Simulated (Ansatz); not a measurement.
# C$_{5}$H$_{7}$ (SMILES [C-]#CC(C)C) (charge −1): what the fields show

```json
{"atom": "C", "x (Å)": "-2.4332", "y (Å)": "-0.6005", "z (Å)": "1.4850"}
{"atom": "C", "x (Å)": "-1.3055", "y (Å)": "-0.7960", "z (Å)": "0.9875"}
{"atom": "C", "x (Å)": "0.0100", "y (Å)": "-1.0267", "z (Å)": "0.3761"}
{"atom": "C", "x (Å)": "0.0718", "y (Å)": "-2.3701", "z (Å)": "-0.3622"}
{"atom": "C", "x (Å)": "0.4127", "y (Å)": "0.1148", "z (Å)": "-0.5665"}
{"atom": "H", "x (Å)": "0.7841", "y (Å)": "-1.0675", "z (Å)": "1.1718"}
{"atom": "H", "x (Å)": "-0.1769", "y (Å)": "-3.1926", "z (Å)": "0.3223"}
{"atom": "H", "x (Å)": "1.0729", "y (Å)": "-2.5540", "z (Å)": "-0.7932"}
{"atom": "H", "x (Å)": "-0.6685", "y (Å)": "-2.3823", "z (Å)": "-1.1768"}
{"atom": "H", "x (Å)": "0.4086", "y (Å)": "1.0724", "z (Å)": "-0.0282"}
{"atom": "H", "x (Å)": "1.4166", "y (Å)": "-0.0476", "z (Å)": "-0.9995"}
{"atom": "H", "x (Å)": "-0.3153", "y (Å)": "0.1941", "z (Å)": "-1.3883"}
```

Geometry: PBE0-D3(BJ)/def2-SVPD.

Level of theory: isolated molecule in a Gaussian basis; Kohn-Sham density functional theory, functional PBE0 in Ansatz.

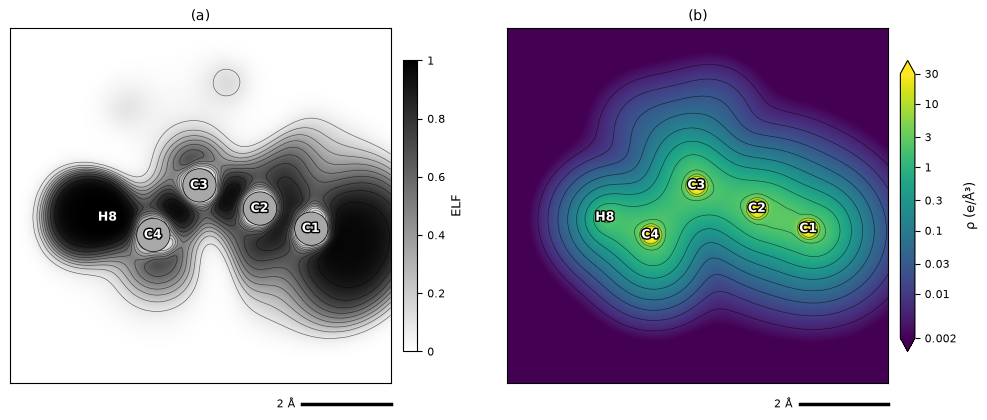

Figure 1. (a) ELF; (b) electron density on the plane of atoms C3, C4 and H8. Grey discs cover the atomic cores in the ELF map.

Q: Describe what can be read from this map.

A: Atoms in the plane: C and H.
C–C (1.25 Å): ρ at the midpoint is about 2.7 e/Å³; the ELF peaks at about 0.90 between the atoms; a multiple bond.
C–H (1.11 Å): the density is about 1.9 e/Å³ at the midpoint; the ELF climbs to about 1 towards the hydrogen, as it does in any bond to H: an ordinary covalent bond to hydrogen.
The ELF also peaks beside C1, away from the bonds: lone-pair regions.

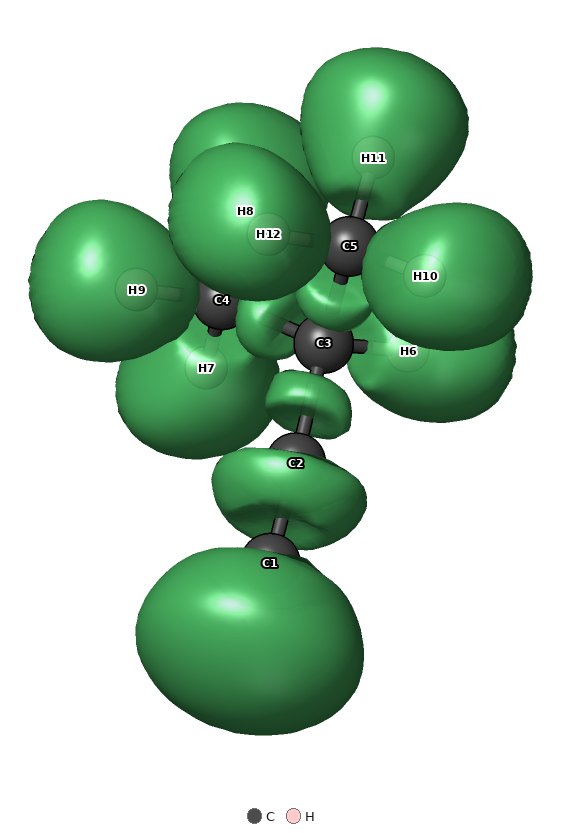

Figure 2. Isosurface of the electron localisation function at 0.8 (green), seen at an oblique angle. Core shells and regions of very low density are left out.

Q: Describe the localisation domains.

A: At this value the surface marks out four regions between bonded C–C atoms (shared pairs), seven regions around hydrogen nuclei and one lobe on C, pointing away from the bonds (lone pairs). Along the contacts the grid gives the following. C–H (1.10 Å): the ELF climbs to about 1 towards the hydrogen: an ordinary covalent bond to hydrogen.

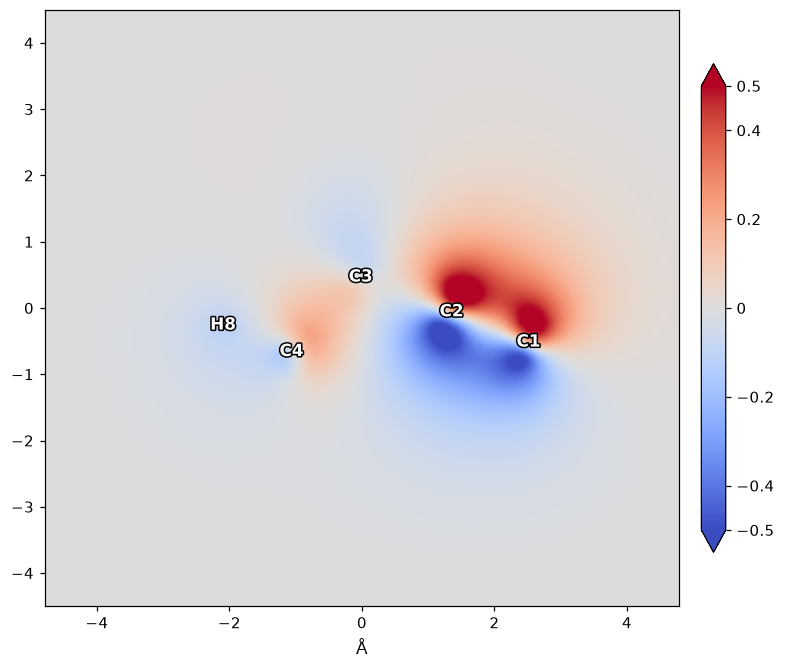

Figure 3. The HOMO−1 on the plane of atoms C3, C4 and H8 (values in Å⁻³ᐟ²; the overall sign is arbitrary).

Q: Describe this orbital and give its energy.

A: Its weight (Hirshfeld) is mainly on C2 (about 45 %) and C1 (about 45 %); π-bonding across C2–C1. Its energy is −0.95 eV.
